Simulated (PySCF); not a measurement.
**C4H7N3OSi (SMILES C=Cc1n[nH]c(O[SiH3])n1): density, localisation and related maps**

```yaml
atoms:
  - { symbol: C, position_ang: [2.8428, 0.9135, 0.3481] }
  - { symbol: C, position_ang: [2.4925, -0.3076, -0.0339] }
  - { symbol: C, position_ang: [1.1170, -0.7151, -0.1915] }
  - { symbol: N, position_ang: [0.7692, -1.9265, -0.5743] }
  - { symbol: N, position_ang: [-0.5776, -1.8900, -0.5962] }
  - { symbol: C, position_ang: [-0.9831, -0.6533, -0.2238] }
  - { symbol: O, position_ang: [-2.2482, -0.3258, -0.1555] }
  - { symbol: Si, position_ang: [-2.7647, 1.1833, 0.2955] }
  - { symbol: N, position_ang: [0.0478, 0.1037, 0.0357] }
  - { symbol: H, position_ang: [2.0932, 1.6565, 0.5591] }
  - { symbol: H, position_ang: [3.8740, 1.2005, 0.4583] }
  - { symbol: H, position_ang: [3.2162, -1.0786, -0.2542] }
  - { symbol: H, position_ang: [-1.1211, -2.6958, -0.8580] }
  - { symbol: H, position_ang: [-4.1895, 0.9149, 0.1544] }
  - { symbol: H, position_ang: [-2.3330, 1.4536, 1.6620] }
  - { symbol: H, position_ang: [-2.2430, 2.1757, -0.6370] }
```

Geometry: GFN2-xTB.

All numbers below come from PBE0/pcSseg-1, SCF density, gas phase, non-relativistic in PySCF 2.14.0.

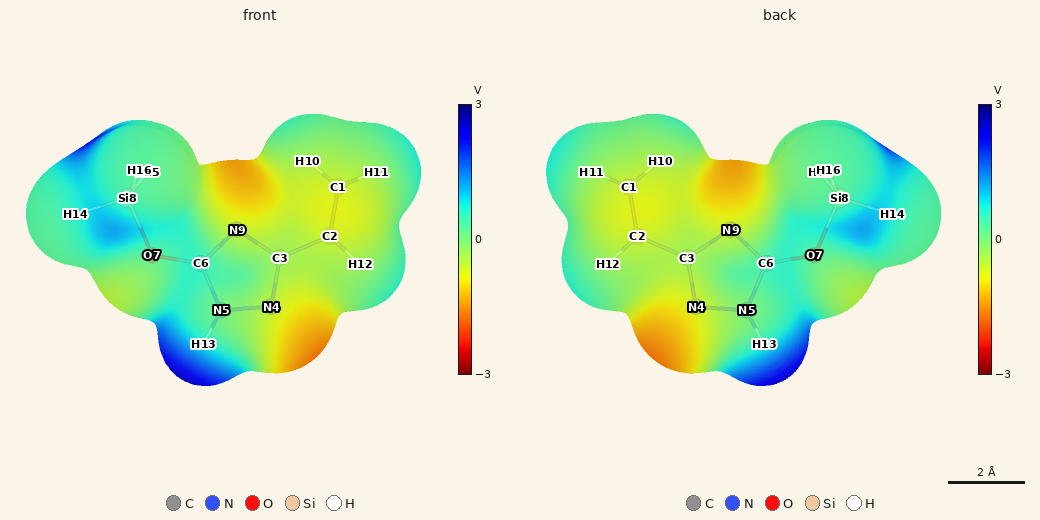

Figure 1. The molecular electrostatic potential painted on the density surface at 0.002 e/bohr³, seen from the front and from behind; red is negative and blue positive.

Q: Where is the surface potential most negative and most positive?

A: The most negative region (about −1.6 V) lies over N4, the most positive (about +2.5 V) over H13. N4 is the likeliest acceptor of a hydrogen bond.

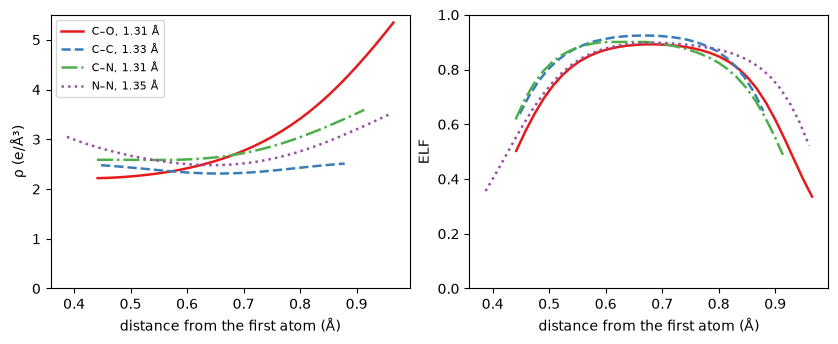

Figure 2. Total electron density and ELF along straight lines between neighbouring atoms. The curves leave out the atomic cores.

Q: What kind of bonding do the profiles show?

A: C–O (1.31 Å): the density is about 2.6 e/Å³ at the midpoint; the ELF peaks at about 0.90 between the atoms; a polar covalent bond.
C–C (1.33 Å): ρ at the midpoint is about 2.3 e/Å³; the ELF peaks at about 0.90 between the atoms (a short, multiple covalent bond).
C–N (1.31 Å): ρ at the midpoint is about 2.6 e/Å³; the ELF peaks at about 0.90 between the atoms (localised, covalent bonding).
N–N (1.35 Å): ρ is about 2.5 e/Å³ halfway; the ELF peaks at about 0.90 between the atoms (localised, covalent bonding).
